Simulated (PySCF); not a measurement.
# r2SCAN/STO-6G run of CH2ClF (chlorofluoromethane)

What is the vertical ionisation energy of CH2ClF (chlorofluoromethane) at r2SCAN/STO-6G? The job is set up through a Python script.

The calculation is run with PySCF 2.14.0.

5 further runs of the same task are left out: 5 set aside as unsound or not needed.

### 1 The molecule

CH2ClF: 5 atoms, total charge 0, spin state singlet. SMILES: `FCCl`. The shape is that of a PBE0-D4/def2-TZVP optimisation.

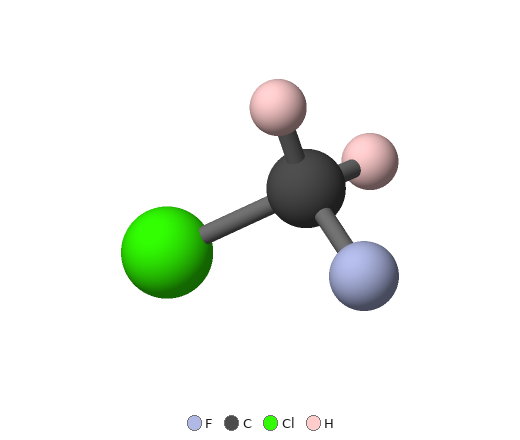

The structure, seen from a chosen angle (fluorine light blue, carbon dark grey, chlorine green, hydrogen pink).

### 2 A single-point energy at r2SCAN/STO-6G

Contents of geometry.xyz:

```xyz
5
CH2ClF
F     -0.970450     0.560520     0.766500
C      0.083560     0.089320     0.058070
Cl    -0.422970    -1.232890    -0.998060
H      0.832130    -0.302600     0.745580
H      0.477720     0.885670    -0.572080
```

Contents of run.py:

```python
from pyscf import gto, dft

mol = gto.M(
    atom='geometry.xyz',
    verbose=3,
    basis='sto-6g',
    max_memory=1860,
)

mf = dft.RKS(mol, xc='r2scan')
mf.grids.level = 5
mf.conv_tol = 1e-10
mf.kernel()
if not mf.converged:
    mf = mf.newton().run(mf.mo_coeff, mf.mo_occ)

e_final = mf.e_tot
print(f'total energy: {e_final:.8f} hartree')
```

Run with:

```sh
OMP_NUM_THREADS=1 python run.py
```

The log of the run:

```text
converged SCF energy = -597.093153366856
total energy: -597.09315337 hartree
```

Run time: 4.2 s. Hardware: 1 thread of Arm Neoverse V2, shared host; peak memory 0.21 GiB.

### 3 The doublet cation at the same level

Contents of input.py:

```python
from pyscf import gto, dft

mol = gto.M(
    atom=[
    ('F', (-0.970450, 0.560520, 0.766500)),
    ('C', (0.083560, 0.089320, 0.058070)),
    ('Cl', (-0.422970, -1.232890, -0.998060)),
    ('H', (0.832130, -0.302600, 0.745580)),
    ('H', (0.477720, 0.885670, -0.572080)),
],
    max_memory=1860,
    charge=1,
    basis='sto-6g',
    verbose=3,
    spin=1,
)

ks = dft.UKS(mol)
ks.xc = 'r2scan'
ks.conv_tol = 1e-10
ks.grids.level = 5
ks.kernel()
if not ks.converged:
    ks = ks.newton().run(ks.mo_coeff, ks.mo_occ)

energy = ks.e_tot
print(f'total energy: {energy:.8f} hartree')
```

Run with:

```sh
OMP_NUM_THREADS=1 python input.py
```

The log of the run:

```text
WARN: HOMO -0.334601076274673 >= LUMO -0.334601076274675

converged SCF energy = -596.732855565695  <S^2> = 0.75112151  2S+1 = 2.0011212
total energy: -596.73285557 hartree
```

Run time: 9.6 s. Hardware: 1 thread of Arm Neoverse V2, shared host; peak memory 0.22 GiB.

### 4 What came out

Level: r2SCAN/STO-6G.

| quantity | value |
| --- | --- |
| singlet CH2ClF: total energy | -597.09315 Eh |
| singlet CH2ClF: dipole moment | 2.00 D |
| singlet CH2ClF: HOMO energy | -5.10 eV |
| singlet CH2ClF: LUMO energy | 3.29 eV |
| singlet CH2ClF: HOMO–LUMO gap | 8.39 eV |
| doublet cation: total energy | -596.73286 Eh |
| doublet cation: HOMO energy (highest over α and β) | -15.13 eV |
| doublet cation: LUMO energy (lowest over α and β) | -14.35 eV |
| doublet cation: ⟨S²⟩ | 0.751 |
| vertical ionisation energy (to the doublet cation) | 9.804 eV |

What this shows: The vertical ionisation energy comes to 9.80 eV (946 kJ/mol). The negative HOMO energy of the first species, 5.10 eV, lies 4.70 eV below that difference. In a minimal basis such a difference can be off by several eV, whatever the method. Mulliken charges (singlet CH2ClF) run from -0.15 on Cl3 to +0.12 on H4; they depend strongly on the basis.
